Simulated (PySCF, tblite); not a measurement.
# C₅H₄FO₂ radical: geometry, infrared bands and EPR parameters

Wanted: the infrared bands and EPR parameters of C₅H₄FO₂ radical (`COc1[c]c(F)oc1`), by calculation.

The runs use tblite 0.8.0 and PySCF 2.14.0, with density-fitted response routines of our own; the level of theory stands in each step. All values are computed, except where a source is named. Atoms are numbered from 0 throughout.

## Step 1: The molecule as given

12 atoms, charge 0, multiplicity 2; geometry from: force field or distance geometry start.

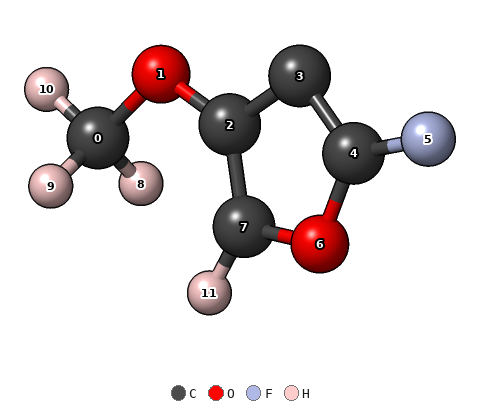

As it starts; carbon dark grey, oxygen red, fluorine light blue, hydrogen pink, atoms numbered; sticks join atoms by distance.

## Step 2: Geometry optimisation with GFN2-xTB

The job: settings as JSON, then the geometry in Å.

```
{"job": {"kind": "relax", "xc": "GFN2-xTB", "basis": "xTB"}, "charge": 0, "multiplicity": 2}
C     -2.092100    -0.027000    -0.020500
O     -1.079000    -0.124700    -1.008300
C      0.196100    -0.062100    -0.508500
C      1.354000    -0.132700    -1.314300
C      2.410600    -0.027700    -0.425200
F      3.699600    -0.055100    -0.789600
O      1.968100     0.123500     0.841700
C      0.613700     0.104400     0.794100
H     -2.040200    -0.850200     0.702500
H     -2.068000     0.943800     0.494000
H     -3.066600    -0.096800    -0.536200
H      0.105200     0.203900     1.744300
```

Started as:

```console
$ OMP_NUM_THREADS=1 python probes_run.py task.json out
```

One launch serves the whole session: the jobs run in the order shown.

Log:

```text
step      E/eV     max force
  0    -693.01935    2.012
  1    -693.12210    0.871
  2    -693.15338    0.492
  3    -693.17214    0.389
  4    -693.18398    0.252
  5    -693.18740    0.172
  6    -693.19005    0.129
  7    -693.19157    0.126
  8    -693.19235    0.072
  9    -693.19279    0.059
 10    -693.19307    0.047
 11    -693.19320    0.029
 12    -693.19326    0.021
 13    -693.19329    0.016
 14    -693.19332    0.019
 15    -693.19335    0.015
 16    -693.19336    0.009
```

It took 0.07 s on 1 thread of Arm Neoverse V2, shared host.

Along the way:

```tsv
step	energy from step 0 (eV)	largest force (eV/Å)
0	0.0000	2.0117
1	-0.1028	0.8711
2	-0.1340	0.4918
3	-0.1528	0.3886
4	-0.1646	0.2524
5	-0.1680	0.1724
6	-0.1707	0.1294
7	-0.1722	0.1258
8	-0.1730	0.0722
9	-0.1734	0.0585
10	-0.1737	0.0471
11	-0.1739	0.0288
12	-0.1739	0.0210
13	-0.1739	0.0160
14	-0.1740	0.0185
15	-0.1740	0.0153
16	-0.1740	0.0095
```

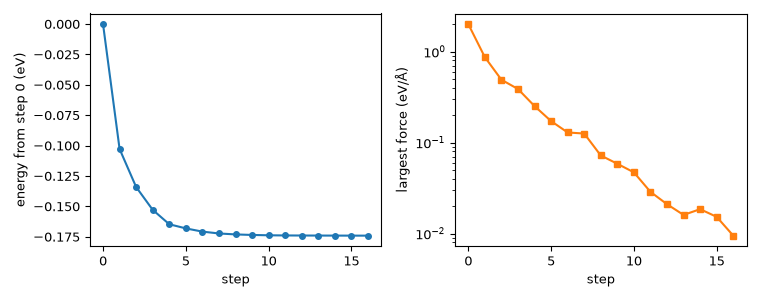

Energy and largest force along the relaxation.

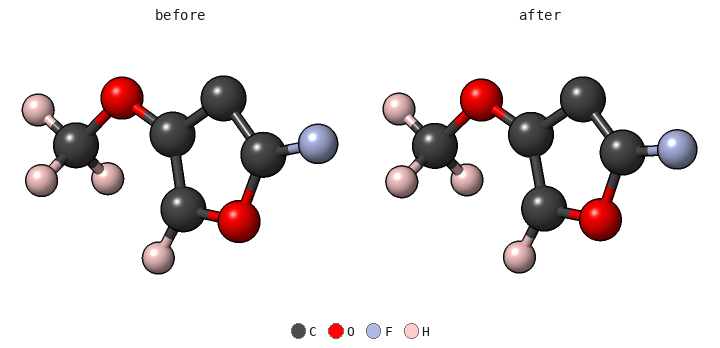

Before and after, at one scale.

Distances of close pairs at the start and the end, largest changes first:

```tsv
bond	before (Å)	after (Å)	change (Å)
C3–C4	1.385	1.347	-0.038
O1–C2	1.371	1.341	-0.030
C4–F5	1.340	1.320	-0.020
C0–H10	1.105	1.088	-0.017
O6–C7	1.355	1.368	+0.012
C7–H11	1.082	1.070	-0.012
C4–O6	1.350	1.340	-0.011
C0–O1	1.418	1.411	-0.008
```

The next job starts from the end point, and lists it.

## Step 3: Vibrational analysis with GFN2-xTB

The job: settings as JSON, then the geometry in Å.

```
{"job": {"kind": "ir", "xc": "GFN2-xTB", "basis": "xTB"}, "charge": 0, "multiplicity": 2}
C     -2.111516    -0.025081    -0.014772
O     -1.086928    -0.123355    -0.979343
C      0.167518    -0.055536    -0.509012
C      1.338807    -0.136221    -1.302209
C      2.394682    -0.029431    -0.472781
F      3.695541    -0.042830    -0.695254
O      1.997164     0.114916     0.798244
C      0.629769     0.098193     0.772161
H     -2.043887    -0.837314     0.715316
H     -2.067855     0.934203     0.509852
H     -3.047889    -0.101396    -0.563667
H      0.135794     0.203165     1.715439
```

Log:

```text
mode    cm-1     km/mol
  1      83.4      1.17
  2     198.5      0.90
  3     202.2      1.58
  4     238.4      4.92
  5     352.9      3.34
  6     368.1      0.22
  7     467.5      2.73
  8     478.8      4.52
  9     564.8     59.06
 10     598.3      9.28
 11     601.0      2.63
 12     691.5      5.10
 13     964.0     45.83
 14     997.1     68.91
 15    1083.5     48.01
 16    1111.8     53.15
 17    1123.7      1.55
 18    1150.2     15.83
 19    1198.5    185.71
 20    1246.8    104.89
 21    1345.2     54.36
 22    1398.9      0.34
 23    1459.7      8.80
 24    1476.0      5.17
 25    1576.9     32.68
 26    1635.0    338.14
 27    2940.7     34.48
 28    2955.5     26.07
 29    3037.6      6.73
 30    3182.6      2.48
```

It took 0.22 s on 1 thread of Arm Neoverse V2, shared host.

Which atoms move in the most intense modes:

```tsv
cm⁻¹	km/mol	atoms
565	59.1	C2 35 %, H11 32 %, C7 19 %
997	68.9	O6 33 %, C3 32 %, H11 12 %, F5 11 %
1084	48.0	O1 33 %, H11 24 %, C0 22 %, C3 11 %
1112	53.1	C7 25 %, O6 23 %, H11 17 %
1198	185.7	C7 25 %, H11 15 %, O6 15 %, O1 13 %
1247	104.9	C4 44 %, O6 22 %, H11 12 %
1345	54.4	C2 56 %, C3 22 %
1635	338.1	C4 50 %, C3 30 %, C2 10 %
```

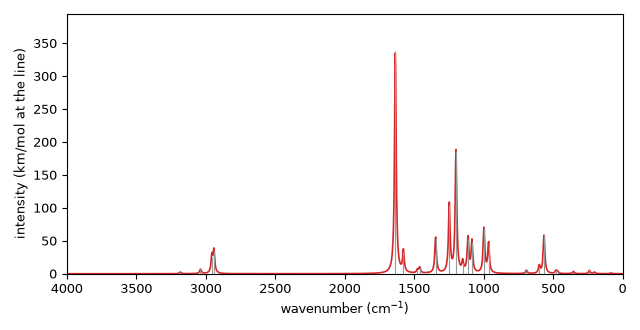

The infrared spectrum from these modes, unscaled. Lines are broadened to a width of 14 cm⁻¹ (Lorentzian).

## Step 4: g tensor and hyperfine couplings: B3LYP/pcH-1

The job, as its differences from that of step 3:

```diff
@@ -1,2 +1,2 @@
-{"job": {"kind": "ir", "xc": "GFN2-xTB", "basis": "xTB"}, "charge": 0, "multiplicity": 2}
+{"job": {"kind": "epr", "basis": "pcH-1"}, "charge": 0, "multiplicity": 2}
 C     -2.111516    -0.025081    -0.014772
```

Level: UKS B3LYP, pcH-1 on C F H O, non-relativistic, mean-field spin-orbit, GIAO.

Log:

```text
UKS, coarse grid
  cycle   1  E = -442.87357803  |g| = 6.66e-01
  cycle   2  E = -442.33851602  |g| = 1.27e+00
  cycle   3  E = -443.00360689  |g| = 3.08e-01
  cycle   4  E = -443.02068560  |g| = 3.44e-01
  cycle   5  E = -443.06568349  |g| = 2.05e-01
  cycle   6  E = -443.08061235  |g| = 1.24e-01
  cycle   7  E = -443.08870969  |g| = 4.44e-02
  cycle   8  E = -443.08992966  |g| = 1.66e-02
  cycle   9  E = -443.09015030  |g| = 8.85e-03
  cycle  10  E = -443.09026098  |g| = 3.89e-03
  cycle  11  E = -443.09031522  |g| = 1.67e-03
  cycle  12  E = -443.09032904  |g| = 1.33e-03
  cycle  13  E = -443.09033258  |g| = 6.51e-04
UKS, final grid
  cycle   1  E = -443.09036041  |g| = 9.30e-04
  cycle   2  E = -443.09035997  |g| = 1.79e-03
  cycle   3  E = -443.09036131  |g| = 2.25e-04
  cycle   4  E = -443.09036148  |g| = 2.10e-04
  cycle   5  E = -443.09036169  |g| = 8.00e-05
  cycle   6  E = -443.09036171  |g| = 2.57e-05
  cycle   7  E = -443.09036171  |g| = 1.99e-05
E = -443.09036171 Eh   <S^2> = 0.7571 (exact 0.7500)
g shifts (ppm)      1          2          3
  rmc          -163       -163       -163
  gc             28          6         17
  oz_so        -425         21         71
  total        -559       -136        -74
hyperfine (MHz)  atom isotope    a_iso     a_fc   dipolar eigenvalues
    0   13C      -1.10      -1.10     -0.25     -0.22      0.48
    1   17O       3.19       3.19     -2.57      0.08      2.49
    2   13C       9.37       9.37    -10.66     -5.37     16.03
    3   13C     545.99     545.99    -76.45    -59.30    135.75
    4   13C      30.60      30.60    -19.68     -1.61     21.29
    5   19F     -10.95     -10.95    -36.34     10.55     25.78
    6   17O      -5.87      -5.87    -19.31      7.78     11.54
    7   13C      43.80      43.80     -3.28     -0.96      4.23
    8    1H      -0.11      -0.11     -1.23     -0.97      2.20
    9    1H      -0.11      -0.11     -1.23     -0.96      2.19
   10    1H      -0.13      -0.13     -0.83     -0.77      1.60
   11    1H      14.99      14.99     -2.89     -2.09      4.98
```

Wall time 44 s (1 thread of Arm Neoverse V2, shared host); peak memory 0.87 GiB.

Principal g values 2.00176, 2.00218, 2.00225; g(iso) = 2.00206, against 2.00232 for a free electron.

Mean a(iso) over the nuclei that a row names, and the largest dipolar term of the row (other rows stand at the frozen geometry):

```tsv
nuclei	isotope	a(iso) (MHz)	a(iso) (G, at g = 2.0023)	largest dipolar term (MHz)
C3	13C	546.0	194.8	135.7
C7	13C	43.8	15.6	4.2
C4	13C	30.6	10.9	21.3
H11	1H	15.0	5.4	5.0
F5	19F	-10.9	-3.9	-36.3
C2	13C	9.4	3.3	16.0
O6	17O	-5.9	-2.1	-19.3
O1	17O	3.2	1.1	-2.6
C0	13C	-1.1	-0.4	0.5
H8, H9, H10	1H	-0.1	0.0	2.2
```

Mulliken spin populations:

```tsv
atom	value (e)
C0	0.00
O1	0.00
C2	-0.03
C3	1.03
C4	-0.07
F5	0.00
O6	0.03
C7	0.04
H8	0.00
H9	0.00
H10	0.00
H11	0.01
```

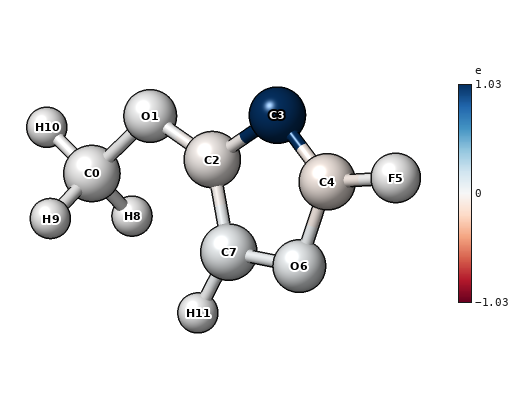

Mulliken spin populations, as colours on the atoms.

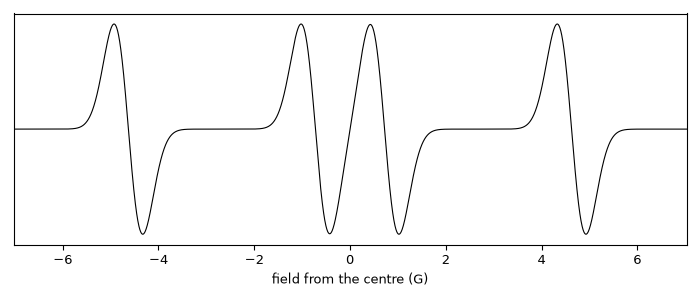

First-order isotropic spectrum (first derivative, main isotopes with spin only, couplings over 0.8 MHz, Gaussian width 0.3 G; couplings of the frozen geometry, rotation of groups not averaged beyond the rows shown).

Orbitals, density, ELF and potential are computed afterwards from the orbital file.

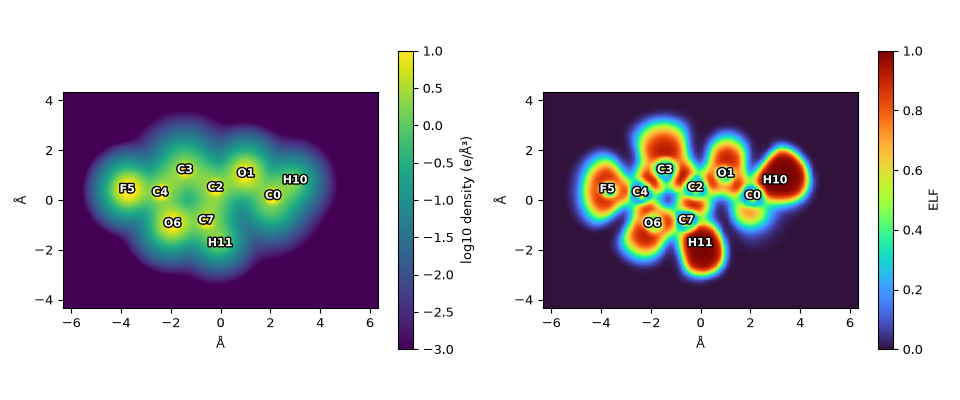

Density (left) and ELF (right) in a plane through or near 10 of the atoms.

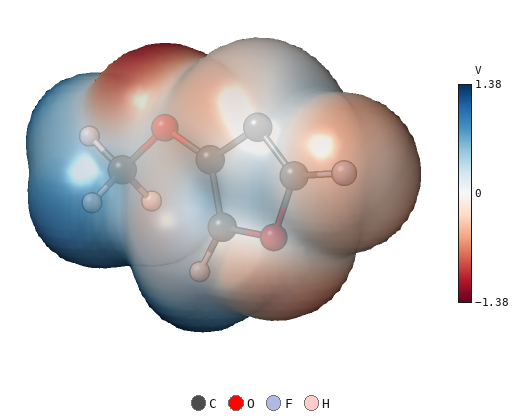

Electrostatic potential on the surface of density 0.002 e/bohr³; red is low, blue high. It runs from -1.00 V near O1 to 1.38 V near H11.

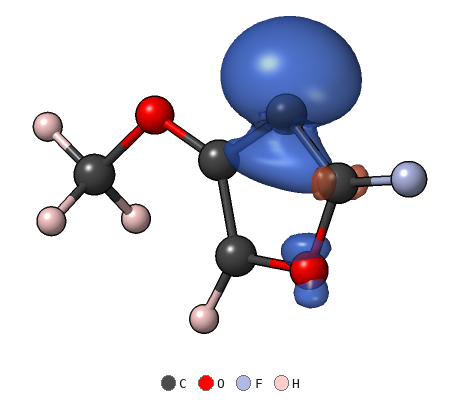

Spin density at ±0.05 e/Å³ (alpha excess blue, beta excess red).

## Step 5: Results

| quantity | value |
| --- | --- |
| strongest single infrared mode (GFN2-xTB) | 1635 cm⁻¹, 338 km/mol |
| zero-point energy (GFN2-xTB) | 49.6 kcal/mol |
| g(iso) (B3LYP) | 2.00206 |
| ⟨S²⟩ | 0.757 (exact 0.75) |
| largest a(iso) (averaged by class) | 13C on C3, 546.0 MHz |
| potential on the surface of density 0.002 e/bohr³, 1st and 99th percentile | -1.00 V and 1.38 V |

What this shows: Relaxing lowered the energy by 0.174 eV in 16 steps; the close pair that moved most is C3–C4, from 1.385 to 1.347 Å. All 30 modes are real, so the xTB geometry is a minimum. The strongest single mode, at 1635 cm⁻¹, moves mainly C4 and C3. GFN2-xTB is a fitted tight-binding method: band positions and strengths are rough. Its intensities can rank the bands wrongly. Most of the unpaired spin sits on C3 (1.03 e). The isotropic g lies 0.3 ppt below the free-electron value. The conformer search found further structures of the same energy, which may be mirror or relabelled copies of this one.
